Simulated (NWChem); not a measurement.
# One shape, several levels: quartet C2H3O

Wanted: a comparison of 6 runs (UCAM-B3LYP/def2-TZVP, U-wB97X/def2-TZVP, UB2PLYP/def2-TZVP, UB3LYP/def2-TZVP, UBHLYP/def2-TZVP, UM06-2X/def2-TZVP) of quartet C2H3O. 

Program for the calculation: NWChem 7.3.0.

## Step 1: The structure to begin with

The species is C2H3O (6 atoms), meant as a quartet with charge 0. As SMILES of the parent species, `C[C]=O`. The coordinates come from a PBE0-D4/def2-TZVP relaxation. That shape belongs to the parent species and isn't relaxed for this state.

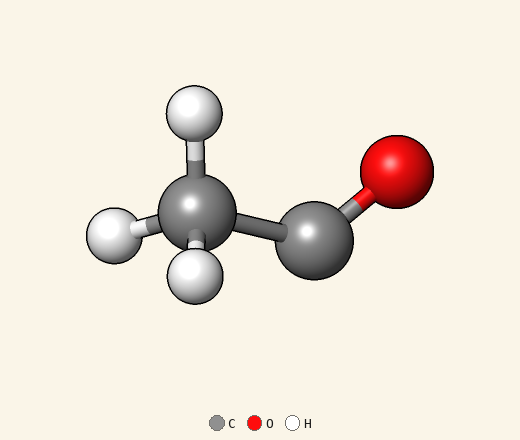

Viewed from a chosen angle; carbon grey, oxygen red, hydrogen white.

## Step 2: A single-point energy at UCAM-B3LYP/def2-TZVP (run 1)

run.py

```python
from ase import Atoms
from ase.calculators.nwchem import NWChem

system = Atoms(['C', 'C', 'O', 'H', 'H', 'H'], positions=[
    [-0.150600, 0.360900, -0.246200],
    [-0.095300, -0.937800, 0.496900],
    [0.811800, -1.439800, 1.050900],
    [-0.929700, 0.983800, 0.196900],
    [0.814100, 0.875700, -0.222400],
    [-0.450200, 0.157100, -1.276100],
])

calc = NWChem(
    label='m1',
    theory='dft',
    memory='2200 mb',
    basis='def2-TZVP',
    basispar='spherical bse',
    dft={'xc': 'xcamb88 1.00 lyp 0.81 vwn_5 0.19 hfexch 1.00', 'cam': '0.33 cam_alpha 0.19 cam_beta 0.46', 'mult': '4', 'grid': 'fine', 'convergence': 'energy 1e-08', 'direct': None, 'iterations': '100', 'mulliken': None, 'print': 'low'},
    task='energy',
)
system.calc = calc

print("Total energy (eV):", round(system.get_potential_energy(), 6))
```

The run is started by

```sh
$ export ASE_NWCHEM_COMMAND="nwchem PREFIX.nwi > PREFIX.nwo"
$ python run.py
```

Log:

```text
Total energy (eV): -4161.673099
```

The calculator wrote m1.nwi:

```
title "m1"

permanent_dir m1

scratch_dir m1

start m1

geometry units angstrom nocenter noautosym noautoz
  C  -1.5060000000000001e-01 3.6090000000000000e-01 -2.4620000000000000e-01
  C  -9.5299999999999996e-02 -9.3779999999999997e-01 4.9690000000000001e-01
  O  8.1179999999999997e-01 -1.4398000000000000e+00 1.0508999999999999e+00
  H  -9.2969999999999997e-01 9.8380000000000001e-01 1.9689999999999999e-01
  H  8.1410000000000005e-01 8.7570000000000003e-01 -2.2239999999999999e-01
  H  -4.5019999999999999e-01 1.5709999999999999e-01 -1.2761000000000000e+00
end

memory 2200 mb

basis spherical bse noprint
   * library def2-TZVP
end

dft
  xc xcamb88 1.00 lyp 0.81 vwn_5 0.19 hfexch 1.00
  cam 0.33 cam_alpha 0.19 cam_beta 0.46
  mult 4
  grid fine
  convergence energy 1e-08
  direct
  iterations 100
  mulliken
  print low
end

task dft energy
```

m1.nwo (excerpt; [...] marks lines left out):

```text
[...]
         Total DFT energy =     -152.938666735135
      One electron energy =     -332.001882326208
           Coulomb energy =      136.308173107572
    Exchange-Corr. energy =      -20.500784799760
 Nuclear repulsion energy =       63.255827283261
[... 35 lines left out ...]
    Atom       Charge   Shell Charges
 -----------   ------   -------------------------------------------------------
[...]
      <S2> =      3.7565 (Exact =     3.7500)
[...]
```

Run time: 3.1 min. Hardware: 1 thread of Intel Xeon Platinum 8259CL at 2.50GHz (Skylake/Cascade Lake), shared host; peak memory 0.11 GiB.

## Step 3: The energy at U-wB97X/def2-TZVP (run 2)

nw.nw

```
start nw
memory stack 880 mb heap 220 mb global 1100 mb

geometry units angstroms noautosym nocenter noautoz
  C       -0.150600       0.360900      -0.246200
  C       -0.095300      -0.937800       0.496900
  O        0.811800      -1.439800       1.050900
  H       -0.929700       0.983800       0.196900
  H        0.814100       0.875700      -0.222400
  H       -0.450200       0.157100      -1.276100
end

basis "ao basis" spherical bse
  * library def2-TZVP
end

dft
  xc wb97x
  mult 4
  grid fine
  convergence energy 1e-08
  iterations 100
  mulliken
  noprint "final vectors analysis"
end

task dft
```

The run is started by

```sh
$ nwchem nw.nw > nw.out
```

Log:

```text
[...]
          Wavefunction type:  spin polarized.
          No. of atoms     :     6
          No. of electrons :    23
[...]
          Charge           :     0
          Spin multiplicity:     4
[...]
          AO basis - number of functions:   111
[...]
              XC Information
              --------------
                       wb97x  Method XC Functional
                     Hartree-Fock (Exact) Exchange  1.000
                         wb97x Exchange Functional  1.000
                      wb97x Correlation Functional  1.000
[...]
 d= 0,ls=0.0,diis     1   -152.8431358238 -2.16D+02  4.02D-03  1.49D-01    13.6
[...]
 d= 0,ls=0.0,diis    15   -152.9623987516 -4.38D-09  4.61D-07  1.62D-10   204.4
[...]
         Total DFT energy =     -152.962398751649
      One electron energy =     -331.992626737451
           Coulomb energy =      136.310344664932
    Exchange-Corr. energy =      -20.535943962391
 Nuclear repulsion energy =       63.255827283261
[...]
      Total Density - Mulliken Population Analysis
     ---------------------------------------------
    Atom       Charge   Shell Charges
 -----------   ------   -------------------------------------------------------
    1 C    6     6.26   0.86  1.12  0.51  0.63  0.10  1.32  1.28  0.39  0.02  0.04  0.00
    2 C    6     6.11   0.86  1.11  0.52  0.55  0.24  1.29  1.12  0.29  0.04  0.07  0.02
    3 O    8     8.02   0.79  1.18  0.62  0.92  0.34  1.87  1.70  0.56  0.00  0.03  0.00
    4 H    1     0.87   0.27  0.48  0.09  0.02
    5 H    1     0.87   0.27  0.48  0.10  0.02
    6 H    1     0.87   0.27  0.48  0.09  0.02
[...]
      <S2> =      3.7579 (Exact =     3.7500)
[...]
```

Run time: 3.4 min. Hardware: 1 thread of Intel Xeon Platinum 8259CL at 2.50GHz (Skylake/Cascade Lake), shared host; peak memory 0.11 GiB.

## Step 4: The energy at UB2PLYP/def2-TZVP (run 3)

c2h3o.nw

```
start c2h3o
title "C2H3O"
memory 2200 mb

geometry units au noautosym nocenter noautoz
 C   -0.28459275   0.68200216  -0.46525057
 C   -0.18009090  -1.77218516   0.93900491
 O    1.53407967  -2.72082767   1.98591318
 H   -1.75687838   1.85911256   0.37208707
 H    1.53842604   1.65483317  -0.42027509
 H   -0.85075470   0.29687597  -2.41147951
end

basis spherical bse
 C library def2-TZVP
 O library def2-TZVP
 H library def2-TZVP
end

dft
 xc hfexch 0.53 becke88 0.47 lyp 0.73 mp2 0.27
 dftmp2 semidirect
 mult 4
 grid fine
 convergence energy 1e-08
 maxiter 100
 mulliken
end

mp2
 freeze core 3
end

task dft energy
```

The run is started by

```sh
$ nwchem c2h3o.nw > c2h3o.out
```

Log:

```text
[...]
          Wavefunction type:  spin polarized.
          No. of atoms     :     6
          No. of electrons :    23
[...]
          Charge           :     0
          Spin multiplicity:     4
[...]
          AO basis - number of functions:   111
[...]
              XC Information
              --------------
                     Hartree-Fock (Exact) Exchange  0.530
                    Becke 1988 Exchange Functional  0.470
              Lee-Yang-Parr Correlation Functional  0.730
[...]
 d= 0,ls=0.0,diis     1   -152.5972891677 -2.16D+02  3.73D-03  1.16D-01     3.9
[...]
 d= 0,ls=0.0,diis    14   -152.7303612049 -4.54D-09  5.33D-07  3.46D-10    48.0
[...]
         Total DFT energy =     -152.730361204931
      One electron energy =     -331.946364821873
           Coulomb energy =      136.282850024564
    Exchange-Corr. energy =      -20.322669161983
 Nuclear repulsion energy =       63.255822754361
[...]
      Total Density - Mulliken Population Analysis
     ---------------------------------------------
    Atom       Charge   Shell Charges
 -----------   ------   -------------------------------------------------------
    1 C    6     6.26   0.85  1.12  0.50  0.65  0.07  1.31  1.29  0.39  0.02  0.05  0.00
    2 C    6     6.08   0.86  1.12  0.52  0.57  0.22  1.28  1.11  0.28  0.04  0.08  0.02
    3 O    8     8.03   0.79  1.18  0.62  0.95  0.31  1.87  1.73  0.55  0.00  0.03  0.00
    4 H    1     0.88   0.27  0.48  0.10  0.02
    5 H    1     0.88   0.27  0.48  0.12  0.02
    6 H    1     0.88   0.27  0.48  0.10  0.02
[...]
      <S2> =      3.7602 (Exact =     3.7500)
[...]
  Basis functions       =    111
[...]
```

It took 58 s on 1 thread of Intel Xeon Platinum 8259CL at 2.50GHz (Skylake/Cascade Lake), shared host; peak memory 0.34 GiB.

Runs 4 to 5 aren't shown in full; the table further down has their settings and results.

## Step 5: The energy at UM06-2X/def2-TZVP (run 6)

run.py

```python
from ase import Atoms
from ase.calculators.nwchem import NWChem

mol = Atoms('CCOHHH', positions=[
    [-0.150600, 0.360900, -0.246200],
    [-0.095300, -0.937800, 0.496900],
    [0.811800, -1.439800, 1.050900],
    [-0.929700, 0.983800, 0.196900],
    [0.814100, 0.875700, -0.222400],
    [-0.450200, 0.157100, -1.276100],
])

calc = NWChem(
    label='c2h3o',
    theory='dft',
    memory='2200 mb',
    basis='def2-TZVP',
    basispar='spherical bse',
    dft={'xc': 'm06-2x', 'mult': '4', 'grid': 'fine', 'convergence': 'energy 1e-08', 'iterations': '100', 'mulliken': None},
    task='energy',
)
mol.calc = calc

print(f"energy = {mol.get_potential_energy():.6f} eV")
```

The run is started by

```sh
$ export ASE_NWCHEM_COMMAND="nwchem PREFIX.nwi > PREFIX.nwo"
$ python run.py
```

Log:

```text
energy = -4161.586540 eV
```

The calculator wrote c2h3o.nwi:

```
title "c2h3o"

permanent_dir c2h3o

scratch_dir c2h3o

start c2h3o

geometry units angstrom nocenter noautosym noautoz
  C  -1.5060000000000001e-01 3.6090000000000000e-01 -2.4620000000000000e-01
  C  -9.5299999999999996e-02 -9.3779999999999997e-01 4.9690000000000001e-01
  O  8.1179999999999997e-01 -1.4398000000000000e+00 1.0508999999999999e+00
  H  -9.2969999999999997e-01 9.8380000000000001e-01 1.9689999999999999e-01
  H  8.1410000000000005e-01 8.7570000000000003e-01 -2.2239999999999999e-01
  H  -4.5019999999999999e-01 1.5709999999999999e-01 -1.2761000000000000e+00
end

memory 2200 mb

basis spherical bse noprint
   * library def2-TZVP
end

dft
  xc m06-2x
  mult 4
  grid fine
  convergence energy 1e-08
  iterations 100
  mulliken
end

task dft energy
```

c2h3o.nwo:

```text
Northwest Computational Chemistry Package (NWChem) 7.3.0
             --------------------------------------------------------

           Job information
           ---------------

    nwchem branch   = 7.3.0
    use scalapack   = T
    input           = c2h3o.nwi
    prefix          = c2h3o.
    data base       = c2h3o/c2h3o.db
    status          = startup
    nproc           =        1

           Memory information
           ------------------

    heap     =     72089600 doubles =      550.0 Mbytes
    stack    =     72089597 doubles =      550.0 Mbytes
    global   =    144179200 doubles =     1100.0 Mbytes (distinct from heap & stack)
    total    =    288358397 doubles =     2200.0 Mbytes
    verify   = yes
    hardfail = no

           Directory information
           ---------------------

  0 permanent = c2h3o
  0 scratch   = c2h3o

                                NWChem Input Module
                                -------------------

                                       c2h3o
                                       -----

[... 26 lines left out ...]
            Nuclear Dipole moment (a.u.)
[... 63 lines left out ...]
  convergence criterion.
[... 16 lines left out ...]
          Convergence on density requested:  1.00D-05
[... 21 lines left out ...]
          Spatial weights used:  Erf1
[... 3 lines left out ...]
          Convergence aids based upon iterative change in
[... 84 lines left out ...]
         Total DFT energy =     -152.935485748309
[... 1 line left out ...]
           Coulomb energy =      136.216664930647
[... 1 line left out ...]
 Nuclear repulsion energy =       63.255827283261
[... 788 lines left out ...]
                     DFT Final Beta Molecular Orbital Analysis
[... 877 lines left out ...]
   alpha    101    102    103    104    105    106    107    108    109    110
    beta    101    103    105    102    104    106    107    108    109    110
 overlap   0.998  0.998  0.810  0.981  0.806  0.999  0.992  0.994  1.000  1.000

   alpha    111
    beta    111
 overlap   1.000

     --------------------------
     Expectation value of S2:
     --------------------------
      <S2> =      3.7586 (Exact =     3.7500)

 center of mass
 --------------
 x =   0.41572196 y =  -1.22647432 z =   0.81292307

 moments of inertia (a.u.)
 ------------------
         157.309717824576          44.308163844363         -34.507999429464
          44.308163844363          91.804022435592          68.037117107825
         -34.507999429464          68.037117107825         141.094465779731

     Multipole analysis of the density
     ---------------------------------

     L   x y z        total         alpha         beta         nuclear
     -   - - -        -----         -----         ----         -------
     0   0 0 0     -0.000000    -13.000000    -10.000000     23.000000

     1   1 0 0     -0.066257     -4.466546     -4.015039      8.415328
[... 8 lines of this table left out ...]
     2   0 0 2    -14.110978    -33.608416    -24.772808     44.270246

 Task  times  cpu:       64.0s     wall:       64.0s
 Total times  cpu:       64.1s     wall:       64.1s
```

Wall time 65 s (1 thread of Intel Xeon Platinum 8259CL at 2.50GHz (Skylake/Cascade Lake), shared host); peak memory 0.12 GiB.

## Step 6: All runs side by side

```csv
run,level,frozen core orbitals,energy (Eh),⟨S²⟩,wall time
1,UCAM-B3LYP/def2-TZVP,–,-152.938667,3.756,3.1 min
2,U-wB97X/def2-TZVP,–,-152.962399,3.758,3.4 min
3,UB2PLYP/def2-TZVP,3,-152.878313,3.760,58 s
4,UB3LYP/def2-TZVP,–,-153.011925,3.756,46 s
5,UBHLYP/def2-TZVP,–,-152.932275,3.759,49 s
6,UM06-2X/def2-TZVP,–,-152.935486,3.759,65 s
```

## Step 7: Outcome

| quantity | value |
| --- | --- |
| run 6: total energy | -152.93549 Eh |
| run 6: dipole moment | 1.30 D |
| run 6: HOMO energy (highest over α and β) | -5.14 eV |
| run 6: ⟨S²⟩ | 3.759 |

Over runs 2, 3, 4, 5, 6 the dipole moment (its size) runs from 1.15 D (UB2PLYP/def2-TZVP) to 1.55 D (UB3LYP/def2-TZVP). A double hybrid's value is that of its SCF part. Totals of different functionals can't be ranked against each other. All runs together took 10 min, the longest 3.4 min.
